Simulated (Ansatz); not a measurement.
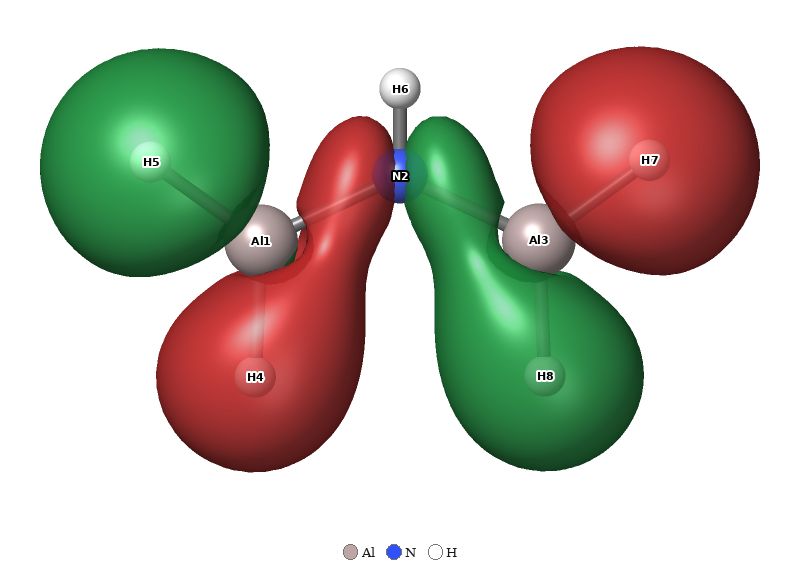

Figure. Al₂H₅N (SMILES [AlH2][NH][AlH2]). The HOMO−1 at ±0.06 Å⁻³ᐟ² (green and red are the two phases), seen across its widest extent.

Geometry: PBE0-D4/def2-TZVP.

The calculation used RKS PBE0-D4/def2-TZVPP (Ansatz).

The calculation's input:

```
crystal:
  periodic: [false, false, false]
  atoms:
    - {symbol: Al, position_ang: [-1.142599, 1.021175, -0.500219]}
    - {symbol: N, position_ang: [0.447310, 0.413191, 0.039025]}
    - {symbol: Al, position_ang: [0.944793, -1.248403, 0.463120]}
    - {symbol: H, position_ang: [-2.321139, -0.025100, -0.641702]}
    - {symbol: H, position_ang: [-1.307226, 2.566855, -0.812142]}
    - {symbol: H, position_ang: [1.175065, 1.114920, 0.115352]}
    - {symbol: H, position_ang: [2.442181, -1.509341, 0.913970]}
    - {symbol: H, position_ang: [-0.146187, -2.390397, 0.366797]}
basis:
  gaussian: {orbitals: def2-TZVPP}
hamiltonian: {xc: pbe0, dispersion: d4}
output: {orbitals: {seedname: orbitals}}
```

Run with:

```sh
ansatz run in.yaml --threads 2 --pin off --events-out ev --progress --plain --max-ram 4352MiB
```

> What is the character of this orbital?

Its weight (Hirshfeld) is mainly on H7 (about 20 %), H5 (about 20 %), Al1 (about 15 %), Al3 (about 15 %), H8 (about 10 %) and H4 (about 10 %); it is symmetric in the molecular plane (an in-plane orbital: σ, lone-pair or in-plane π type). Its energy is −8.24 eV.
